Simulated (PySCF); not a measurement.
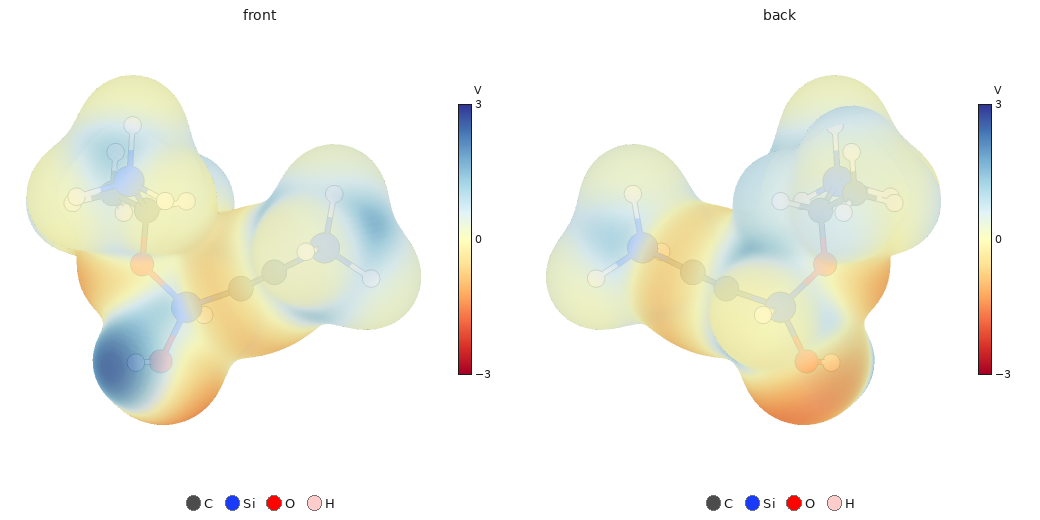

Figure. C₄H₁₂O₂Si₃. The electrostatic potential painted on the density surface at 0.002 e/bohr³, seen from the front and from behind; the colour scale runs from red (negative) to blue (positive).

Geometry: GFN2-xTB.

The calculation used PySCF, PBE0/pcSseg-1, SCF density, gas phase, non-relativistic.

```xyz
21

C    -3.0219   -0.1165   -0.4049
C    -1.5622    0.1052   -0.0323
Si   -1.2958    1.2676    1.4642
O    -0.9841   -1.1357    0.3396
Si    0.2390   -1.9155   -0.3893
O     0.5445   -3.2149    0.5286
C     1.6772   -0.7364   -0.4907
C     2.5351    0.1171   -0.5324
Si    3.8467    1.4172   -0.5672
H    -3.4798    0.8266   -0.6932
H    -3.5668   -0.5294    0.4407
H    -3.0988   -0.8174   -1.2357
H    -1.0343    0.4939   -0.9127
H    -1.9616    0.6744    2.6249
H    -1.8857    2.5724    1.1521
H     0.1423    1.3854    1.6991
H    -0.0829   -2.4603   -1.7022
H     0.4622   -3.1636    1.4771
H     4.9731    0.9359   -1.3711
H     4.2747    1.6808    0.8107
H     3.2701    2.6298   -1.1592
```

> Where is the surface potential most negative and most positive?

The most negative region (about −1.4 V) lies over O6, the most positive (about +2.4 V) over H18. O6 is the likeliest acceptor of a hydrogen bond.
